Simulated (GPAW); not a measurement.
**BaTiO3 (Pm-3m): refractive index against wavelength**

The refractive index of BaTiO3 (Pm-3m) below the direct gap (1.92 eV on the mesh) is read from one computed spectrum, n = √(Re ε).

The structure is cubic, space group Pm-3m (No. 221). The conventional cell has a = 4.006 Å, b = 4.006 Å, c = 4.006 Å, α = 90.00°, β = 90.00°, γ = 90.00°. Around Ba on site b lie 12 O at 2.83 Å. Ti on site a is surrounded by 6 O at 2.00 Å. O on site d has 2 Ti at 2.00 Å as nearest neighbours.

Method: GPAW 26.7.0, PBE, RPA, k-mesh 8×8×8, local fields up to 60 eV, Lorentzian half width 0.15 eV.

Launch of the response step: `OMP_NUM_THREADS=1 python df.py`. The run took 55 s, its band step included, on 1 thread of Arm Neoverse V2, with other jobs on the host.

| wavelength (nm) | photon energy E (eV) | n |
| --- | --- | --- |
| 3000 | 0.413 | 2.4648 |
| 2000 | 0.620 | 2.4754 |
| 1550 | 0.800 | 2.4886 |
| 1310 | 0.946 | ? |
| 1064 | 1.165 | 2.5295 |

In the single-oscillator model n² − 1 = E₀E_d/(E₀² − E²), so 1/(n² − 1) = E₀/E_d − E²/(E₀E_d) is linear in E².

Working, on the rows shown:

| x = E² (eV²) | y = 1/(n² − 1) |
| --- | --- |
| 0.170801 | 0.197035 |
| 0.384302 | 0.195023 |
| 0.639837 | 0.192562 |
| 1.35784 | 0.185241 |

Means: x̄ = 0.6382, ȳ = 0.19247. Σ(x − x̄)(y − ȳ) = -0.007984, Σ(x − x̄)² = 0.8008. Slope = -0.007984 / 0.8008 = -0.00997; intercept = ȳ − slope · x̄ = 0.19883. Turned back into n, the line misses the rows shown by at most 0.00061.

Problem. Predict the last column of the withheld row from the fit.

Solution. At x = 0.89576 the line gives y = 0.1899, that is 2.5032. The run gave 2.5025, so the interpolation is off by 0.0007, 1.1 % of the range in the table.

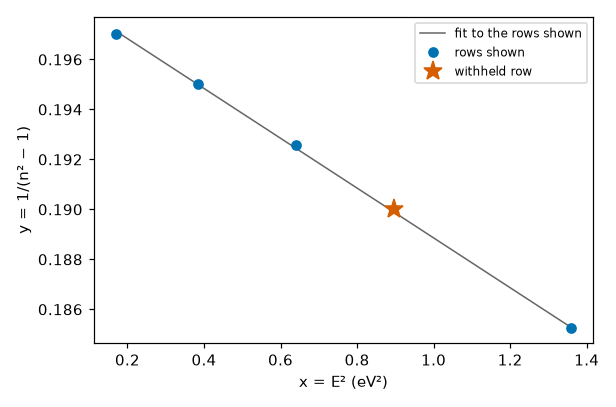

Refitted with all rows, the slope is -0.009939 and the intercept 0.19883. These give E₀ = √(intercept/−slope) = 4.47 eV and E_d = E₀/intercept = 22.5 eV; E₀ is 2.3 times the direct gap. The electronic limit at long wavelengths, without lattice vibrations, is n = √(1 + 1/intercept) = 2.455. Excitons are left out; PBE gaps are as a rule too small. The values come from a sum over the points of one k-mesh and carry its error, which grows as the direct gap shrinks. This version of GPAW has incomplete matrix elements in the optical limit, which can lower ε − 1 by up to a tenth where first-row anions or d states rule. Spin-orbit coupling is left out.
